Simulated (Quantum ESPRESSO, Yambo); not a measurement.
# SrTiO3 (Tausonite): G0W0 in Yambo against the bands

Wanted: the cheapest bands that holds the gap of SrTiO3 (Tausonite).

Program: Yambo 5.3.0. Level of theory: PBE and many-body steps on it, plane waves. Results are calculated unless marked as measured.

**1. The starting structure**

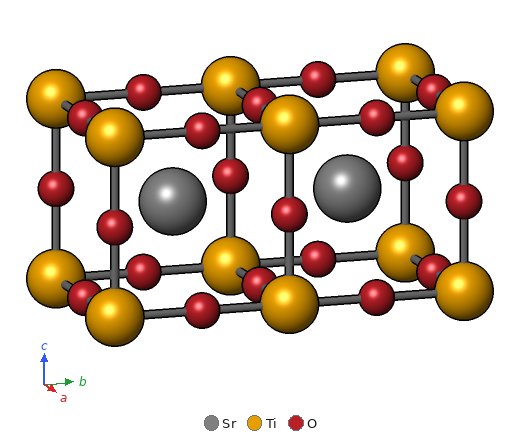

The starting structure, seen slightly off an axis (strontium grey, titanium orange, oxygen red). 1×2×1 cells are drawn. Some periodic images of atoms are drawn too.

Structure file:

```cif
data_structure
_symmetry_space_group_name_H-M 'Pm-3m'
_symmetry_Int_Tables_number 221
_cell_length_a 3.9053
_cell_length_b 3.9053
_cell_length_c 3.9053
_cell_angle_alpha 90.000
_cell_angle_beta 90.000
_cell_angle_gamma 90.000
_cell_volume 59.56
loop_
_atom_site_label
_atom_site_type_symbol
_atom_site_symmetry_multiplicity
_atom_site_Wyckoff_symbol
_atom_site_fract_x
_atom_site_fract_y
_atom_site_fract_z
_atom_site_occupancy
Sr1 Sr 1 b 0.50000 0.50000 0.50000 1
Ti1 Ti 1 a 0.00000 0.00000 0.00000 1
O1 O 3 d 0.50000 0.00000 0.00000 1
```

The cell and positions come from the Crystallography Open Database and are kept as given unless a step says otherwise.

**2. 42 bands**

This step: Yambo 5.3.0; G0W0 on PBE, plane waves, norm-conserving pseudopotentials.

G0W0 replaces the xc potential by the self-energy, built once from these orbitals. Only a window of levels is corrected, while the sums run over the empty bands that the input names.

The input, gw1.in:

```
HF_and_locXC
gw0
dyson
ppa
em1d
rim_cut
RandQpts= 1000000
RandGvec= 1 RL
EXXRLvcs= 76 Ry
VXCRLvcs= 304 Ry
Chimod= "HARTREE"
% BndsRnXp
 1 | 42 |
%
NGsBlkXp= 12 Ry
% LongDrXp
 1 | 1 | 1 |
%
% GbndRnge
 1 | 42 |
%
DysSolver= "n"
ExtendOut
PPAPntXp= 27.21138 eV
% QPkrange
 10 | 10 | 19 | 22 |
 1 | 1 | 19 | 22 |
%
```

Started as:

```sh
OMP_NUM_THREADS=1 mpirun -n 8 yambo -F gw1.in -J gw1 -C gw1 > gw1.log
```

The program printed:

```text
 Yambo, version 5.3.0

 [02] CORE Variables Setup
 =========================

  [... cell, symmetries and grids as in the set-up ...]

  [02.05] Energies & Occupations
  ==============================

  [X] === General ===
  [X] Electronic Temperature                        :  0.000000  0.000000 [eV K]
  [X] Bosonic    Temperature                        :  0.000000  0.000000 [eV K]
  [X] Finite Temperature mode                       : no
  [X] El. density                                   :  0.67159E+24 [cm-3]
  [X] Fermi Level                                   :  10.04689 [eV]

  [X] === Gaps and Widths ===
  [X] Conduction Band Min                           :  1.907630 [eV]
  [X] Valence Band Max                              :  0.000000 [eV]
  [X] Filled Bands                                  :  20
  [X] Empty Bands                                   :    21   402
  [X] Direct Gap                                    :  2.262761 [eV]
  [X] Direct Gap localized at k                     :  1
  [X] Indirect Gap                                  :  1.907630 [eV]
  [X] Indirect Gap between kpts                     :  10   1
  [X] Last valence band width                       :  0.731990 [eV]
  [X] 1st conduction band width                     :  2.609046 [eV]

 [03] Transferred momenta grid and indexing
 ==========================================

 IBZ Q-points                                      :  10
 BZ  Q-points                                      :   64

 K/Q-points units:
 rlu = crystal or reduced units; cc = cartesian coordinates; iku = interal k-units

 Q [ 1]         [rlu]:  0.000000  0.000000  0.000000
 Q [ 2]         [rlu]:  0.000000  0.000000  0.250000
 Q [ 3]         [rlu]:  0.000000  0.000000 -0.500000
 Q [ 4]         [rlu]:  0.000000  0.250000  0.250000
 Q [ 5]         [rlu]:  0.000000  0.250000 -0.500000
 Q [ 6]         [rlu]:  0.000000 -0.500000 -0.500000
 Q [ 7]         [rlu]:  0.250000  0.250000  0.250000
 Q [ 8]         [rlu]:  0.250000  0.250000 -0.500000
 Q [ 9]         [rlu]:  0.250000 -0.500000 -0.500000
 Q [10]         [rlu]: -0.500000 -0.500000 -0.500000

 [04] Coloumb potential Random Integration (RIM)
 ===============================================

  [04.01] RIM initialization
  ==========================

  * Diagonal components only detected *

  8 x (sBL volume)        :  0.077143 [a.u.]
  sBZ random points       :  1000000
  Points outside the sBZ  :   7992674
  RL volume               :  0.617144 [a.u.]
  Integrated volume       :  0.617710 [a.u.]

  [04.02] RIM integrals
  =====================

  Gamma point sphere radius             :  0.077218 [a.u.]
  Points outside the sphere             :   799758
  [Int_sBZ(q=0) 1/q^2]*(Vol_sBZ)^(-1/3) =:  7.677921
                                 should be <:  7.795600

  Summary of Coulomb integrals for non-metallic bands |Q|[au] RIM/Bare

  Q [1] 0.100000E-4 0.984904 * Q [2] 0.212848 1.050352
  Q [4] 0.301012 1.048056 * Q [7] 0.368663 1.034451
  Q [3] 0.425695 1.019613 * Q [5] 0.475942 1.017752
  Q [8] 0.521368 1.015471 * Q [6] 0.602024 1.012155
  Q [9] 0.638543 1.010963 * Q [10] 0.737326 1.008585

 [WARNING] [Xp] User bands 1-42 break level degeneracy

 [05] Dipoles
 ============

  [05.01] Setup: observables and procedures
  =========================================

  [WARNING] [x,Vnl] slows the Dipoles computation. To neglect it rename the ns.kb_pp file

 [06] Dynamic Dielectric Matrix (PPA)
 ====================================

 [SLK-Inversion]  Pools        :  2
 [SLK-Inversion]  BLACS grid   :  2  2

 [WR./gw1//ndb.pp]---------------------------------------------------------------
  Brillouin Zone Q/K grids (IBZ/BZ)                :   10   64   10   64
  RL vectors                                       :   5743 [WF]
  Coulomb cutoff potential                         : none
  Electronic Temperature                           :  0.000000 [K]
  Bosonic    Temperature                           :  0.000000 [K]
[...]
X matrix size                                    :  305
  X band range                                     :    1   42
  X e/h energy range                               : -1.000000 -1.000000 [eV]
  X Time ordering                                  : R
  X Hxc Kernel                                     : HARTREE
  X Drude frequency                                :  0.000000  0.000000
  X poles                                          :  100.0000 [o/o]
  RL vectors in the sum                            :   5743
  [r,Vnl] included                                 : yes
  Field direction                                  :  0.577350E-5  0.577350E-5  0.577350E-5
  BZ energy Double Grid                            : no
  BZ energy DbGd points                            : 0
  BZ Q point size factor                           : -1.000000
  X Optical Averaged directions                    : none

 [07] Local Exchange-Correlation + Non-Local Fock
 ================================================

 [VXC] Plane waves :   36041
 [EXS] Plane waves :   4553

 QP @ state[ 1 ] K range:  1  1
 QP @ state[ 1 ] b range:  19  22
 QP @ state[ 2 ] K range:  10  10
 QP @ state[ 2 ] b range:  19  22

 [xc] Functional : Perdew, Burke & Ernzerhof(X)+Perdew, Burke & Ernzerhof(C)
 [xc] LIBXC used to calculate xc functional
  PP Number of Atomic Species                      :  3
  NLCC RL compoments                               :   36041
  PP Number of Atomic Species                      :  3
  NLCC RL compoments                               :   36041

 [xc] E_xc :  -22.32465 [Ha]
      E_xc :  -44.64930 [Ry]

  Local XC kind (lXC) : Perdew, Burke & Ernzerhof(X)+Perdew, Burke & Ernzerhof(C)
  Non-Local XC kind (nlXC) : Hartree-Fock

  Corrections @ K [1] :  [eV]
 <19|nlXC|19> = -25.25794  0.19156E-16 <19|lXC|19> = -20.54183 -0.94408E-16
 <20|nlXC|20> = -25.25792  0.42888E-17 <20|lXC|20> = -20.54183 -0.37763E-15
 <21|nlXC|21> = -11.48491  0.20500E-18 <21|lXC|21> = -18.88299  0.000000
 <22|nlXC|22> = -11.48495 -0.13512E-17 <22|lXC|22> = -18.88299 -0.18882E-15

  Corrections @ K [10] :  [eV]
 <19|nlXC|19> = -25.09236  0.35197E-17 <19|lXC|19> = -20.19478 -0.18882E-15
 <20|nlXC|20> = -25.09236 -0.10315E-16 <20|lXC|20> = -20.19478  0.000000
 <21|nlXC|21> = -12.96586  0.25467E-17 <21|lXC|21> = -21.98336  0.78182E-16
 <22|nlXC|22> = -12.96589 -0.72100E-18 <22|lXC|22> = -21.98336  0.000000

  [07.01] Hartree-Fock occupations report
  =======================================

  [Hartree-Fock] === General ===
  [Hartree-Fock] Electronic Temperature             :  0.000000  0.000000 [eV K]
  [Hartree-Fock] Bosonic    Temperature             :  0.000000  0.000000 [eV K]
  [Hartree-Fock] Finite Temperature mode            : no
  [Hartree-Fock] El. density                        :  0.67159E+24 [cm-3]
  [Hartree-Fock] Fermi Level                        :  10.04689 [eV]

  [Hartree-Fock] === Gaps and Widths ===
  [Hartree-Fock] Conduction Band Min                :  1.988996 [eV]
  [Hartree-Fock] Valence Band Max                   : -0.043408 [eV]
  [Hartree-Fock] Filled Bands                       :  20
  [Hartree-Fock] Empty Bands                        :    21   402
  [Hartree-Fock] Direct Gap                         :  2.584134 [eV]
  [Hartree-Fock] Direct Gap localized at k          :  2
  [Hartree-Fock] Indirect Gap                       :  2.032404 [eV]
  [Hartree-Fock] Indirect Gap between kpts          :   9   2
  [Hartree-Fock] Last valence band width            :  5.027811 [eV]
  [Hartree-Fock] 1st conduction band width          :  11.54518 [eV]

 [08] Dyson equation: Newton solver
 ==================================

  [08.01] G0W0 (W PPA)
  ====================

  [  GW  ] Bands range     :    1   42
  [GW/PPA] G damping       :  0.100000 [eV]

  QP @ state[ 1 ] K range:  1  1
  QP @ state[ 1 ] b range:  19  22
  QP @ state[ 2 ] K range:  10  10
  QP @ state[ 2 ] b range:  19  22

   Sc/G bands                                       :    1   42
   Sc/G damping                                     :  0.100000 ev
   Sc bands terminator                              : no
   Sx RL components                                 :   4553

   QP @ state[ 1 ] K range                          :  1  1
   QP @ state[ 1 ] b range                          :  19  22
   QP @ state[ 2 ] K range                          :  10  10
   QP @ state[ 2 ] b range                          :  19  22
   GF energies kind                                 : Perdew, Burke & Ernzerhof(X)+Perdew, Burke & Ernzerhof(C)
   GF WF`s kind                                     : Perdew, Burke & Ernzerhof(X)+Perdew, Burke & Ernzerhof(C)
   Xs energies kind                                 : Perdew, Burke & Ernzerhof(X)+Perdew, Burke & Ernzerhof(C)
   Xs WF`s kind                                     : Perdew, Burke & Ernzerhof(X)+Perdew, Burke & Ernzerhof(C)

 [11] Game Over & Game summary
```

It took 35 s on 8 MPI ranks of Arm Neoverse V2, shared host; peak memory 3.4 GiB; 4 min of CPU time.

Numbers from this step:

```yaml
g0w0_gap_on_the_points_computed: 3.607 eV
starting_gap_on_the_mesh: 1.908 eV
k_of_the_valence_top: -0.5, -0.5, -0.5
k_of_the_conduction_bottom: 0, 0, 0
least_direct_g0w0_gap_on_the_computed_points: 3.993 eV
z_at_the_valence_top: 0.7555
z_at_the_conduction_bottom: 0.7738
```

The gap on the mesh goes from 1.91 eV to 3.61 eV, a correction of +1.70 eV.

**3. 67 bands**

gw2.in, as its differences from gw1.in of step 2:

```diff
@@ -12,3 +12,3 @@
 % BndsRnXp
- 1 | 42 |
+ 1 | 67 |
 %
@@ -19,3 +19,3 @@
 % GbndRnge
- 1 | 42 |
+ 1 | 67 |
 %
```

Started as:

```sh
OMP_NUM_THREADS=1 mpirun -n 8 yambo -F gw2.in -J gw2 -C gw2 > gw2.log
```

The program printed:

```text
 Yambo, version 5.3.0

 [02] CORE Variables Setup
 =========================

  [... cell, symmetries and grids as in the set-up ...]

  [02.05] Energies & Occupations
  ==============================

  [X] === General ===
  [X] Electronic Temperature                        :  0.000000  0.000000 [eV K]
  [X] Bosonic    Temperature                        :  0.000000  0.000000 [eV K]
  [X] Finite Temperature mode                       : no
  [X] El. density                                   :  0.67159E+24 [cm-3]
  [X] Fermi Level                                   :  10.04689 [eV]

  [X] === Gaps and Widths ===
  [X] Conduction Band Min                           :  1.907630 [eV]
  [X] Valence Band Max                              :  0.000000 [eV]
  [X] Filled Bands                                  :  20
  [X] Empty Bands                                   :    21   402
  [X] Direct Gap                                    :  2.262761 [eV]
  [X] Direct Gap localized at k                     :  1
  [X] Indirect Gap                                  :  1.907630 [eV]
  [X] Indirect Gap between kpts                     :  10   1
  [X] Last valence band width                       :  0.731990 [eV]
  [X] 1st conduction band width                     :  2.609046 [eV]

 [03] Transferred momenta grid and indexing
 ==========================================

 IBZ Q-points                                      :  10
 BZ  Q-points                                      :   64

 K/Q-points units:
 rlu = crystal or reduced units; cc = cartesian coordinates; iku = interal k-units

 Q [ 1]         [rlu]:  0.000000  0.000000  0.000000
 Q [ 2]         [rlu]:  0.000000  0.000000  0.250000
 Q [ 3]         [rlu]:  0.000000  0.000000 -0.500000
[...]
[Hartree-Fock] El. density                        :  0.67159E+24 [cm-3]
  [Hartree-Fock] Fermi Level                        :  10.04689 [eV]

  [Hartree-Fock] === Gaps and Widths ===
  [Hartree-Fock] Conduction Band Min                :  1.988996 [eV]
  [Hartree-Fock] Valence Band Max                   : -0.043408 [eV]
  [Hartree-Fock] Filled Bands                       :  20
  [Hartree-Fock] Empty Bands                        :    21   402
  [Hartree-Fock] Direct Gap                         :  2.584134 [eV]
  [Hartree-Fock] Direct Gap localized at k          :  2
  [Hartree-Fock] Indirect Gap                       :  2.032404 [eV]
  [Hartree-Fock] Indirect Gap between kpts          :   9   2
  [Hartree-Fock] Last valence band width            :  5.027811 [eV]
  [Hartree-Fock] 1st conduction band width          :  11.54518 [eV]

 [08] Dyson equation: Newton solver
 ==================================

  [08.01] G0W0 (W PPA)
  ====================

  [  GW  ] Bands range     :    1   67
  [GW/PPA] G damping       :  0.100000 [eV]

  QP @ state[ 1 ] K range:  1  1
  QP @ state[ 1 ] b range:  19  22
  QP @ state[ 2 ] K range:  10  10
  QP @ state[ 2 ] b range:  19  22

   Sc/G bands                                       :    1   67
   Sc/G damping                                     :  0.100000 ev
   Sc bands terminator                              : no
   Sx RL components                                 :   4553

   QP @ state[ 1 ] K range                          :  1  1
   QP @ state[ 1 ] b range                          :  19  22
   QP @ state[ 2 ] K range                          :  10  10
   QP @ state[ 2 ] b range                          :  19  22
   GF energies kind                                 : Perdew, Burke & Ernzerhof(X)+Perdew, Burke & Ernzerhof(C)
   GF WF`s kind                                     : Perdew, Burke & Ernzerhof(X)+Perdew, Burke & Ernzerhof(C)
   Xs energies kind                                 : Perdew, Burke & Ernzerhof(X)+Perdew, Burke & Ernzerhof(C)
   Xs WF`s kind                                     : Perdew, Burke & Ernzerhof(X)+Perdew, Burke & Ernzerhof(C)

 [11] Game Over & Game summary
```

Wall time 63 s (8 MPI ranks); peak memory 3.4 GiB.

This step gave:

```
G0W0 gap on the points computed              : 3.531 eV
starting gap on the mesh                     : 1.908 eV
k of the valence top                         : -0.5, -0.5, -0.5
k of the conduction bottom                   : 0, 0, 0
least direct G0W0 gap on the computed points : 3.896 eV
Z at the valence top                         : 0.7633
Z at the conduction bottom                   : 0.7779
```

Against the run before, the gap moves by −0.076 eV.

**4. 116 bands**

gw3.in, as its differences from gw2.in of step 3:

```diff
@@ -12,3 +12,3 @@
 % BndsRnXp
- 1 | 67 |
+ 1 | 116 |
 %
@@ -19,3 +19,3 @@
 % GbndRnge
- 1 | 67 |
+ 1 | 116 |
 %
```

Started as:

```sh
OMP_NUM_THREADS=1 mpirun -n 8 yambo -F gw3.in -J gw3 -C gw3 > gw3.log
```

The program printed:

```text
 Yambo, version 5.3.0

 [02] CORE Variables Setup
 =========================

  [... cell, symmetries and grids as in the set-up ...]

  [02.05] Energies & Occupations
  ==============================

  [X] === General ===
  [X] Electronic Temperature                        :  0.000000  0.000000 [eV K]
  [X] Bosonic    Temperature                        :  0.000000  0.000000 [eV K]
  [X] Finite Temperature mode                       : no
  [X] El. density                                   :  0.67159E+24 [cm-3]
[...]
QP @ state[ 1 ] b range                          :  19  22
   QP @ state[ 2 ] K range                          :  10  10
   QP @ state[ 2 ] b range                          :  19  22
   GF energies kind                                 : Perdew, Burke & Ernzerhof(X)+Perdew, Burke & Ernzerhof(C)
   GF WF`s kind                                     : Perdew, Burke & Ernzerhof(X)+Perdew, Burke & Ernzerhof(C)
   Xs energies kind                                 : Perdew, Burke & Ernzerhof(X)+Perdew, Burke & Ernzerhof(C)
   Xs WF`s kind                                     : Perdew, Burke & Ernzerhof(X)+Perdew, Burke & Ernzerhof(C)

 [11] Game Over & Game summary
```

It took 1.7 min on 8 MPI ranks; peak memory 3.4 GiB.

This step gave:

```
G0W0 gap on the points computed              : 3.492 eV
starting gap on the mesh                     : 1.908 eV
k of the valence top                         : -0.5, -0.5, -0.5
k of the conduction bottom                   : 0, 0, 0
least direct G0W0 gap on the computed points : 3.859 eV
```

Against the run before, the gap moves by −0.039 eV.

(Continued in part 2 of 2.)

[Paths, hosts, dates, memory and timing lines, banners, echoed tables and standing remarks are left out of the program output.]

[Logs are printed without paths, hosts, clocks, repeated set-up lines and the standing remarks that a program may print on its own settings, such as how far it seeks lower states.]

[Runs of the session that timed out or met a known fault of the program may be left out.]

[Hosts, paths, dates, database ids (printed as entryN), source tags and the programs' standing remarks are cut or masked in the printed files.]
